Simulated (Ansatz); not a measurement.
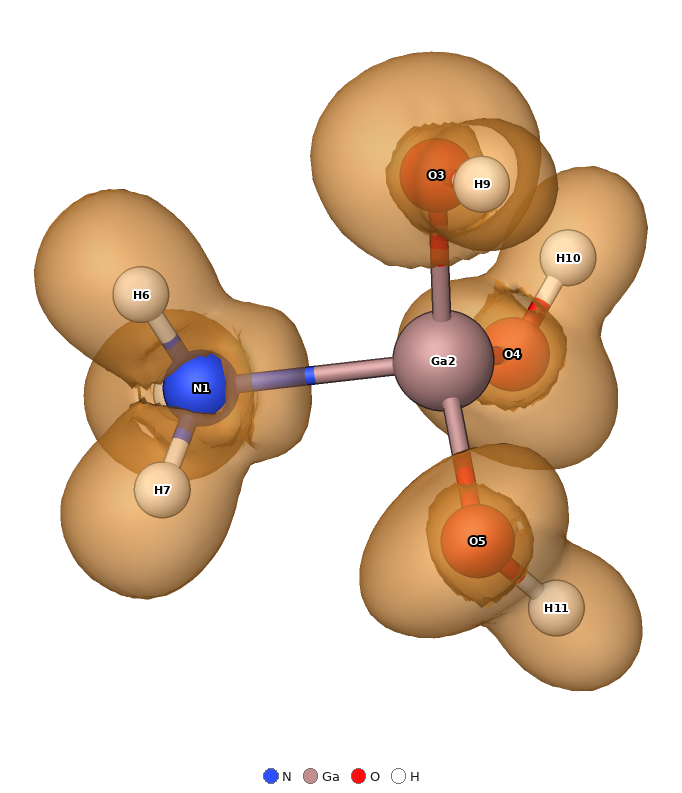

Figure. GaH₆NO₃ (SMILES [NH3+][Ga-]([OH])([OH])[OH]). Isosurface of the ELF at 0.75 (orange), seen at a tilt. Only the valence region is drawn (cores and ρ < 0.01 e/Å³ removed).

Geometry: PBE0-D4/def2-TZVP.

Computed with RKS PBE0-D4/def2-TZVPP in Ansatz 0.2.0.

Input

```
crystal:
  periodic: [false, false, false]
  atoms:
    - {symbol: N, position_ang: [-1.248824, 0.558758, 0.659772]}
    - {symbol: Ga, position_ang: [0.466053, -0.211888, -0.239793]}
    - {symbol: O, position_ang: [1.649989, 0.120669, 1.088474]}
    - {symbol: O, position_ang: [0.519570, 0.855909, -1.700392]}
    - {symbol: O, position_ang: [-0.085625, -1.920845, -0.467278]}
    - {symbol: H, position_ang: [-1.015612, 0.934486, 1.572215]}
    - {symbol: H, position_ang: [-1.937092, -0.178179, 0.766411]}
    - {symbol: H, position_ang: [-1.634831, 1.296996, 0.081729]}
    - {symbol: H, position_ang: [2.082003, -0.674136, 1.404983]}
    - {symbol: H, position_ang: [1.334144, 1.357398, -1.760527]}
    - {symbol: H, position_ang: [-0.064476, -2.196268, -1.384995]}
basis:
  gaussian: {orbitals: def2-TZVPP}
hamiltonian: {xc: pbe0, dispersion: d4}
output: {orbitals: {seedname: orbitals}}
```

Command:

```sh
ansatz run in.yaml --threads 4 --pin off --events-out ev --progress --plain --max-ram 10444MiB
```

**Identify the bonds, lone pairs and shells in this picture.**

The ELF exceeds this value in one joined region spread over several atoms (H, N), in which their bonds and any lone pairs are merged and three joined regions spread over several atoms (H, O), in which their bonds and any lone pairs are merged. Along the contacts the grid gives the following. Ga–O (1.81 Å): the ELF peaks at about 0.85 in the valence shell of O, 0.6 Å from its nucleus, and is about 0.25 at the midpoint. Ga–N (2.08 Å): the ELF peaks at about 0.95 in the valence shell of N, 0.7 Å from its nucleus, and is about 0.35 at the midpoint.
